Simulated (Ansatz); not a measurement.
Cell of (Si)7/(GaP)7 zinc blende (110) superlattice on Si -1.0%, with its geometry taken from a PBE run:

```xyz
28
Lattice="3.8304 0.0000 0.0000 0.0000 5.4127 0.0000 0.0000 0.0000 27.3612" Properties=species:S:1:pos:R:3 pbc="T T T"
Si     0.0000    -0.0724    -0.0009
Si     1.9152     1.2821     0.0002
Si     1.9152     2.5848     1.9554
Si     0.0000     3.9470     1.9221
Si     0.0000    -0.1156     3.8744
Si     1.9152     1.2479     3.8914
Si     1.9152     2.5886     5.8271
Si     0.0000     3.9525     5.8271
Si     0.0000    -0.1156     7.7799
Si     1.9152     1.2479     7.7628
Si     1.9152     2.5848     9.6989
Si     0.0000     3.9470     9.7322
Si     0.0000    -0.0724    11.6552
Si     1.9152     1.2821    11.6541
Ga     1.9152     2.7389    13.5753
P      0.0000     4.1460    13.6085
Ga     0.0000     0.1142    15.5680
P      1.9152     1.4848    15.5888
Ga     1.9152     2.8115    17.5489
P      0.0000     4.1849    17.5353
Ga     0.0000     0.1058    19.5077
P      1.9152     1.4783    19.5077
Ga     1.9152     2.8115    21.4666
P      0.0000     4.1849    21.4801
Ga     0.0000     0.1142    23.4474
P      1.9152     1.4848    23.4266
Ga     1.9152     2.7389    25.4401
P      0.0000     4.1460    25.4069
```

All values below come from HSE06 with spin-orbit coupling (plane waves to 420 eV, PAW; Ansatz, an electronic-structure program).  Its k-point mesh 5×3×1, Fermi–Dirac width 0.01 eV. HSE06 ran on meshes of its own (5×3×1); its edges and gaps are taken over the mesh and over extra points off it, mostly where PBE has its edges.

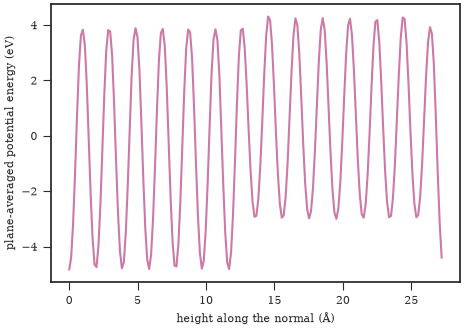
Smooth (PAW) electrostatic potential energy of an electron, averaged over planes, about its mean

The curve spans 9.1 eV over the stretch drawn.
